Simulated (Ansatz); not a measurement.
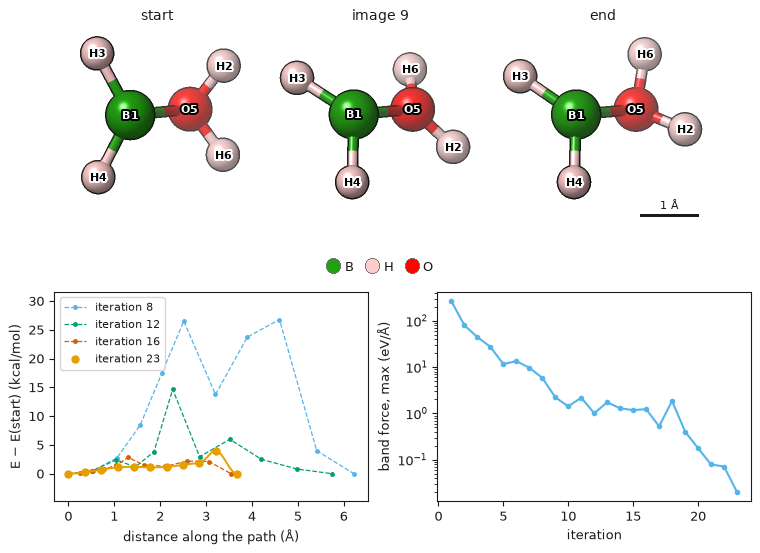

A search for the minimum-energy path of BH$_{4}$O (multiplicity 2) by the nudged elastic band. Images are numbered from 0 (start) to 10 (end). The plot follows the band through its iterations. The picture is a ball-and-stick view, seen at a tilt.

Method: UKS PBE-D4/def2-SVP in Ansatz 0.2.0. Set-up: 9 movable images; climbing image; force threshold 0.05 eV/Å; iteration limit 60; starting path through a guess of the saddle point.

### Did the band converge, and can the barrier be trusted?

The run is converged, with reservations. The band converged in 23 iterations. The largest component of the band force went from 260 to 0.02 eV/Å. The climbing image converged on the top of the path. Its vibrational analysis gives 2 imaginary modes over 30i cm⁻¹, so it isn't confirmed as a transition state. The first iteration put the highest image at 1125.66 kcal/mol. The barrier is about 3.98 kcal/mol in both directions, with image 9 at the top; the ends have the same energy.
